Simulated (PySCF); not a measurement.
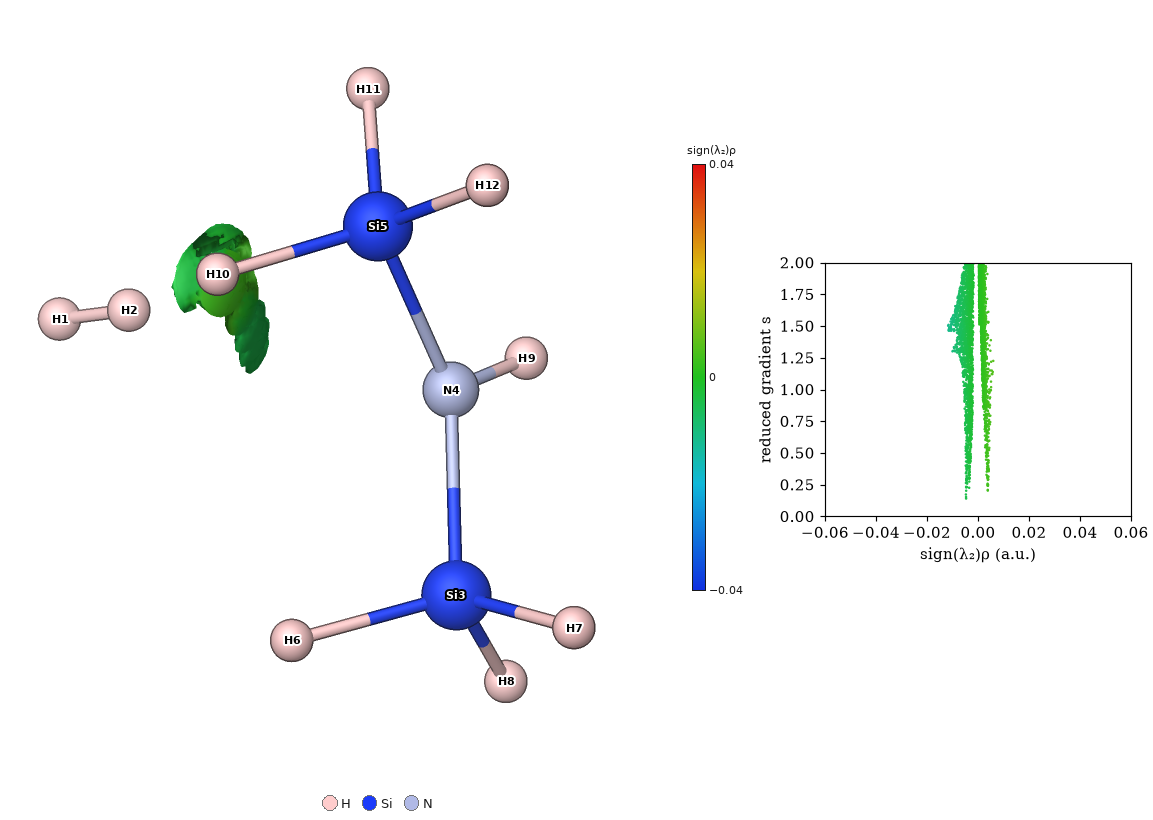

*H$_{9}$NSi$_{2}$, SMILES `[H][H].[SiH3]N[SiH3]`. Non-covalent interaction surfaces between the fragments (reduced density gradient s = 0.4, coloured by sign(λ₂)ρ in a.u.; trimmed to the region between the fragments where ρ is under 0.06 a.u.). Fragment A: H2 (atoms 1–2); fragment B: Si2H7N. The plot gives s against sign(λ₂)ρ for grid points between the fragments.*

Level of theory: HF/def2-SVPD (PySCF), at a geometry from GFN2-xTB.

Input

```python
import numpy as np
from pyscf import gto, scf, dft
from pyscf.scf import atom_ks, atom_hf
from scipy.linalg import block_diag
from pyscf.dispersion import dftd3

def solve(mol, dm0=None, hcore=None):
    mf = scf.UHF(mol) if mol.spin else scf.RHF(mol)
    mf = mf.density_fit(auxbasis='def2-universal-jkfit')
    mf.conv_tol, mf.max_cycle = 1e-8, 80
    if hcore is not None:
        mf.get_hcore = lambda *args: hcore
    mf.kernel(dm0)
    if not mf.converged:
        mf = mf.newton().run(mf.mo_coeff, mf.mo_occ, max_cycle=30)
    assert mf.converged, 'SCF not converged'
    return mf

mol = gto.M(atom='''
H      1.19949    -3.48143    -0.27355
H      1.17031    -2.70218    -0.22526
Si    -1.61475     0.05673    -0.12706
N     -0.03836    -0.09459     0.57373
Si     1.49461     0.33556    -0.10933
H     -1.56024    -0.57059    -1.44514
H     -2.01767     1.46208    -0.26426
H     -2.52035    -0.64143     0.78557
H     -0.03359    -0.20186     1.57504
H      1.52654    -0.21003    -1.46452
H      2.49999    -0.27520     0.76235
H      1.68599     1.79060    -0.15680
''', basis='def2-svpd', charge=0, spin=0, verbose=4)
mol_a = gto.M(atom='''
H      1.19949    -3.48143    -0.27355
H      1.17031    -2.70218    -0.22526
ghost-Si    -1.61475     0.05673    -0.12706
ghost-N     -0.03836    -0.09459     0.57373
ghost-Si     1.49461     0.33556    -0.10933
ghost-H     -1.56024    -0.57059    -1.44514
ghost-H     -2.01767     1.46208    -0.26426
ghost-H     -2.52035    -0.64143     0.78557
ghost-H     -0.03359    -0.20186     1.57504
ghost-H      1.52654    -0.21003    -1.46452
ghost-H      2.49999    -0.27520     0.76235
ghost-H      1.68599     1.79060    -0.15680
''', basis='def2-svpd', charge=0, spin=0, verbose=4)
mol_b = gto.M(atom='''
ghost-H      1.19949    -3.48143    -0.27355
ghost-H      1.17031    -2.70218    -0.22526
Si    -1.61475     0.05673    -0.12706
N     -0.03836    -0.09459     0.57373
Si     1.49461     0.33556    -0.10933
H     -1.56024    -0.57059    -1.44514
H     -2.01767     1.46208    -0.26426
H     -2.52035    -0.64143     0.78557
H     -0.03359    -0.20186     1.57504
H      1.52654    -0.21003    -1.46452
H      2.49999    -0.27520     0.76235
H      1.68599     1.79060    -0.15680
''', basis='def2-svpd', charge=0, spin=0, verbose=4)
ab, a, b = solve(mol), solve(mol_a), solve(mol_b)
e_int = ab.e_tot - a.e_tot - b.e_tot
print('counterpoise-corrected interaction energy / kcal/mol', e_int * 627.5095)
def disp(atoms, charge):
    m = gto.M(atom=atoms, charge=charge, basis='sto-3g', spin=None, unit='Bohr', verbose=0)
    return dftd3.DFTD3Dispersion(m, xc='hf', version='d3bj').get_dispersion()['energy']
e_disp = disp(mol._atom, mol.charge) - disp(mol._atom[:2], mol_a.charge) - disp(mol._atom[2:], mol_b.charge)
print('D3(BJ) part / kcal/mol', e_disp * 627.5095)
# spherically averaged free atoms, for the promolecule
atm = scf.atom_hf.get_atm_nrhf(mol)
pro = block_diag(*[(atm[a[0]][2] * atm[a[0]][3]) @ atm[a[0]][2].T for a in mol._atom])
np.savez('result.npz', e_int=e_int, e_disp=e_disp, dm_a=a.make_rdm1(), dm_b=b.make_rdm1(), c=ab.mo_coeff, occ=ab.mo_occ, eps=ab.mo_energy, pro=pro, d=[f.dip_moment(verbose=0) for f in (ab, a, b)])
```

Command:

```sh
OMP_NUM_THREADS=1 python input.py
```

The run took 4.9 s on 1 thread of Intel(R) Xeon(R) Processor @ 2.70GHz, on a shared host, peak memory 0.26 GiB.

Partitions, critical points and surface values were worked out afterwards from this run's density.

Interpret the surfaces between the fragments.

Bond critical points between the fragments: H2···N4, 2.98 Å, ρ = 0.005 a.u. It is weak and appears green (van der Waals range). The pose is a local one from a semi-empirical search, not shown to be the most stable.

How strongly are they bound?

The counterpoise-corrected interaction energy of the frozen fragments is +0.8 kcal/mol without dispersion correction and −0.6 kcal/mol with D3(BJ). The pair geometry is semi-empirical, not a minimum at this level.
